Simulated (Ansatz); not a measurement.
# Phonons of Ta3BiC antiperovskite, part 3 of 3

The plan: relax Ta3BiC antiperovskite, check its phonons, and, if the lattice is stable, compute its Eliashberg function and ρ(T).

Ansatz 0.2.0; DFT PBE, scalar-relativistic, plane waves, PAW.

So far, highest frequency, solved or plainly interpolated (cm⁻¹): step 4 (phonons: q 2×2×2, k 4×4×4) 591; step 5 (k-mesh 6×6×6) 590. Also lowest on path (cm⁻¹): step 4 -88.0; step 5 -101. The relaxed cell has a = 4.396 Å (conventional setting).

The structure was built from a prototype and need not be the compound's stable phase.

**6. Lattice stability: Fermi–Dirac smearing of 0.3 eV**

The phonons are repeated on the same meshes with a wide Fermi–Dirac smearing, to see whether the soft mode comes from sharp features of the Fermi surface.

input.yaml reads:

```yaml
crystal:
  lattice:
    - [4.3958763073, 0.0, 0.0]
    - [0.0, 4.3958763073, 0.0]
    - [0.0, 0.0, 4.3958763073]
  atoms:
    - { symbol: Bi, position: [0.0, 0.0, 0.0] }
    - { symbol: Ta, position: [0.5, 0.5, 0.0] }
    - { symbol: Ta, position: [0.5, 0.0, 0.5] }
    - { symbol: Ta, position: [0.0, 0.5, 0.5] }
    - { symbol: C, position: [0.5, 0.5, 0.5] }
kpoints:
  mp_grid: { grid: [6, 6, 6] }
hamiltonian:
  xc: pbe
scf:
  occupations: { method: fermi_dirac, width: 0.3 }
output:
  eigenvalues: true
phonons:
  method: dfpt
  qmesh: [2, 2, 2]
  temperatures: { t_max: 1000, t_step: 50 }
  qpath:
    path:
      - [[0.0, 0.0, 0.0], [0.0, 0.5, 0.0], [0.5, 0.5, 0.0], [0.0, 0.0, 0.0], [0.5, 0.5, 0.5], [0.0, 0.5, 0.0]]
      - [[0.5, 0.5, 0.5], [0.5, 0.5, 0.0]]
    npoints: 10
```

Run with:

```
$ ansatz run input.yaml --threads 4 --pin off --max-ram 16384MiB --backend cpu --events-out ev --progress --plain --runs-dir out
```

Numbers of over 12 decimals in the logs are rounded to 6 here.

The log of the run:

```text
band count auto-derived: 39 (N_el = 58.0; filled up to band 29; 35 by the electrons, moments and atoms)
[...]
Crystal: 5 atoms, lattice volume = 84.945 Å³
Basis set: ecut = 420 eV, 1647 PW (Γ), exchange–correlation on 60×60×60 points (8 copies of the dense FFT grid, shifted against one another)
Bands: 39, of which v1, the nominal top of the filled ones, is band 29 counted from 1 (28 counted from 0)
Symmetry: 48 space group operations
k-points: 20 of 216
[...]
SCF iter   1: F=—  HF=-42443.690834 eV  |F-HF|=—  |Δ(HF+E_count)|=         —  Δρ=3.89e-3  dr2=7.71e-3  ethr=1.77e-3  ⟨swp⟩=5.7  Hψ=3091  notcnv=0
[...]
SCF iter   9: F=-42443.688662 eV  HF=-42443.688662 eV  |F-HF|=7.28e-12  |Δ(HF+E_count)|=  7.28e-12  Δρ=3.52e-8  dr2=1.13e-12  ethr=1.00e-12  ⟨swp⟩=6.1  Hψ=3548  notcnv=0
SCF 1 converged in 9 iterations: F = -42443.688662 eV  dr2 = 1.13e-12
[...]
SCF iter   7: F=-42443.688662 eV  HF=-42443.688662 eV  |F-HF|=2.18e-11  |Δ(HF+E_count)|=  2.18e-11  Δρ=1.36e-9  dr2=1.83e-15  ethr=1.00e-12  ⟨swp⟩=1.1  Hψ=1658  notcnv=0
SCF 2 converged in 7 iterations: F = -42443.688662 eV  dr2 = 1.83e-15
[...]
SCF converged after 9 iterations
Free energy (F): -42443.688662 eV
[...]
Internal energy: -42442.429047 eV  (E = F + TS)
E sigma→0 (E₀):  -42443.058854 eV
Entropy (-TS):   -1.259615 eV (-251.923 meV/atom)
Fermi energy:    18.004520 eV
[...]
--- Band table (eV; the first three rows and the last of 20) ---
  k-point 0: bands = [... 25 lower, 15.1611, 15.1611, 17.5925, 17.5925, 17.5925, 17.8647, 19.1939, 19.1939, ... 6 higher]
  k-point 1: bands = [... 25 lower, 15.2512, 15.2930, 16.2065, 17.9325, 17.9325, 18.9336, 19.1670, 19.7322, ... 6 higher]
  k-point 2: bands = [... 25 lower, 15.4630, 15.8163, 16.7498, 18.4157, 18.5494, 18.5494, 19.0736, 19.9256, ... 6 higher]
  k-point 19: bands = [... 25 lower, 17.0064, 17.0064, 17.0064, 17.6016, 17.6016, 17.6016, 19.1585, 19.9583, ... 6 higher]
[...]
ASR residual: 1.654e-3 → 0.000e0 eV/Å²; symmetrization residual: 2.442e-6 eV/Å²
  ASR residual per site (eV/Å²): 2.30e-5 1.65e-3 1.65e-3 1.65e-3 3.81e-4
[...]
--- Phonons (arbitrary-q DFPT): 4 irreducible q on the 2×2×2 mesh ---
[...]
interpolated dispersion: 62 rows × 15 modes
[...]
```

Run time: 1.8 min. Hardware: 4 threads of Arm Neoverse V2, shared host; peak memory 0.93 GiB; 6.9 min of CPU time.

This step gave:

```
share of imaginary modes in the plain interpolation between solved wavevectors : 0.0532
highest frequency, solved or plainly interpolated                              : 585.4 cm⁻¹
```

Solved on the 2×2×2 mesh alone; all other wavevectors are interpolated. The phonon branches at the labelled points (cm⁻¹):

```csv
point,branch 1,branch 2,branch 3,branch 4,branch 12,branch 13,branch 14,branch 15
Γ,0,0,0,74,123,585,585,585
X,-26,-26,46,46,136,542,576,576
M,-37,32,69,69,146,562,562,564
Γ,0,0,0,74,123,585,585,585
R,-54,-54,-54,73,165,558,558,558
X,-26,-26,46,46,136,542,576,576
jump to R,-54,-54,-54,73,165,558,558,558
M,-37,32,69,69,146,562,562,564
```

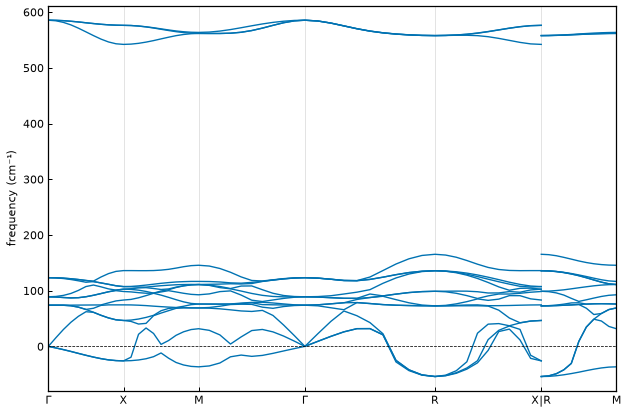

Phonon branches along the path.

Lowest modes at the softest wavevector of the mesh. The modes at q = (0.500, 0.500, 0.500) (shares of kinetic energy by element, %) (negative means imaginary):

```csv
mode,frequency (cm⁻¹),Bi %,Ta %,C %
1,-54.1,0,100,0
2,-54.1,0,100,0
3,-54.1,0,100,0
4,72.7,74,26,0
5,72.7,74,26,0
6,72.7,74,26,0
```

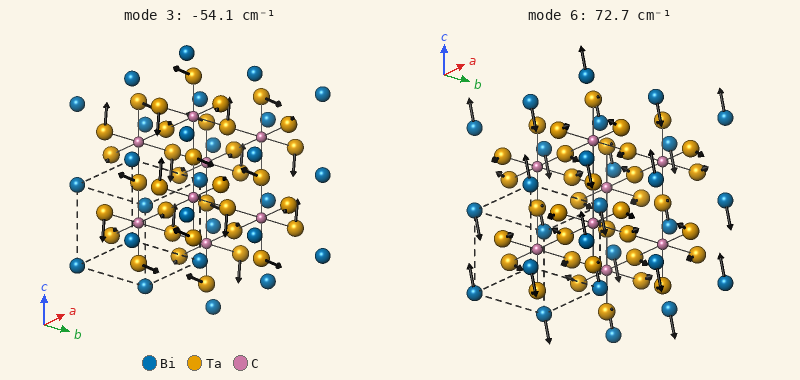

Displacement patterns of modes 3 and 6 at q = (0.500, 0.500, 0.500); arrows are exaggerated. 2×2×2 cells are drawn. Some periodic images of atoms are drawn too.

Among the solved wavevectors the lowest mode, translations apart, is -54.1 cm⁻¹, imaginary.

**7. Outcome**

```
phonon run of the rows without a label of their own : PBE, q 2×2×2, k 6×6×6
softest mode on the q mesh                          : -101 cm⁻¹ at q = (0, 0.5, 0)
highest frequency, solved or plainly interpolated   : 590 cm⁻¹
```

The lattice is dynamically unstable at this level: a mode at q = (0, 0.5, 0) is imaginary, 101i cm⁻¹, so no harmonic coupling constant or resistivity is defined for this structure. These meshes are coarse, and single modes of a metal can move by tens of cm⁻¹ with the k mesh. Spin–orbit coupling, left out here, matters for Bi and Ta. The phonon runs are not spin-polarised. The structure was built by hand as an ordered model, and its stability against other phases was not tested.

[Logs are printed without paths, hosts, clocks, repeated set-up lines and the standing remarks that a program may print on its own settings, such as how far it seeks lower states.]

[Hosts, paths, dates, database ids (printed as entryN), source tags and the programs' standing remarks are cut or masked in the printed files.]
